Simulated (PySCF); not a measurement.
C2H12N2Si3 (SMILES C=N[SiH2]N[SiH2]C[SiH3])

```
atom    x (Å)    y (Å)    z (Å)
   C   3.8664   0.6925   1.0194
   N   2.6291   0.6441   0.8964
  Si   1.5825   0.1386  -0.3823
   N   0.4674  -0.8860   0.4438
  Si  -0.9697  -1.5949  -0.2064
   C  -2.1708  -0.2782  -0.8628
  Si  -2.6591   1.0634   0.3847
   H   4.2981   1.0858   1.9380
   H   4.5869   0.3632   0.2633
   H   1.0107   1.3968  -0.8736
   H   2.1569  -0.6333  -1.4888
   H   0.5201  -0.8381   1.4475
   H  -0.5617  -2.4781  -1.3063
   H  -1.5683  -2.3595   0.8921
   H  -1.7165   0.2028  -1.7299
   H  -3.0710  -0.7730  -1.2273
   H  -3.6316   1.9738  -0.2363
   H  -3.2895   0.4519   1.5592
   H  -1.4897   1.8375   0.8015
```

Geometry: GFN2-xTB.

Level of theory: CAM-B3LYP/def2-SVPD, SCF density, gas phase in PySCF.

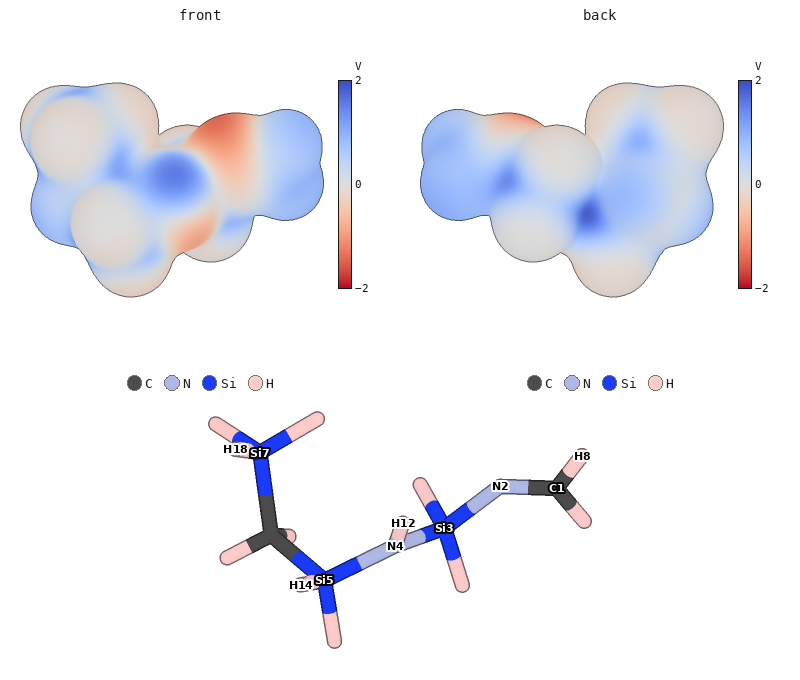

Figure 1. The electrostatic potential painted on the density surface at 0.002 e/bohr³, seen from the front and from behind; red is negative and blue positive. The bare structure is drawn below in the same view.

**Describe the electrostatic potential map.**

The most negative region (about −1.3 V) lies over N2, the most positive (about +1.6 V) over Si3 and Si5. N2 is the likeliest acceptor of a hydrogen bond.

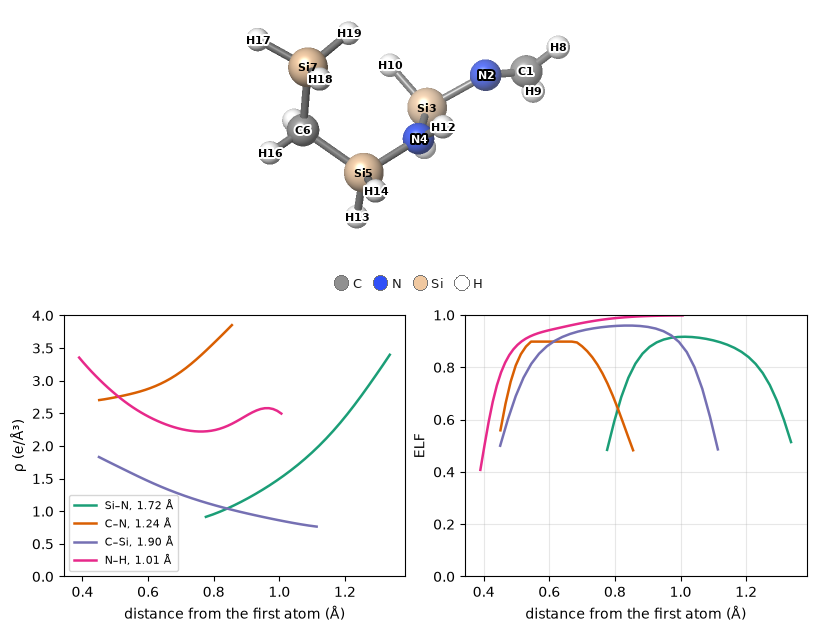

Figure 2. Total electron density and electron localisation function along straight lines between neighbouring atoms. The curves leave out the atomic cores. The structure is drawn too.

**Compare the contacts.**

Si–N (1.72 Å): ρ is about 1.1 e/Å³ halfway; the ELF peaks at about 0.90 between the atoms; a shared but strongly polarised pair.
C–N (1.24 Å): the density is about 2.9 e/Å³ at the midpoint; the ELF peaks at about 0.90 between the atoms (a multiple bond).
C–Si (1.90 Å): the density is about 0.91 e/Å³ at the midpoint; the ELF peaks at about 0.95 between the atoms; a covalent bond.
N–H (1.01 Å): ρ at the midpoint is about 2.8 e/Å³; the ELF climbs to about 1 towards the hydrogen, as it does in any bond to H (a covalent bond by its length).
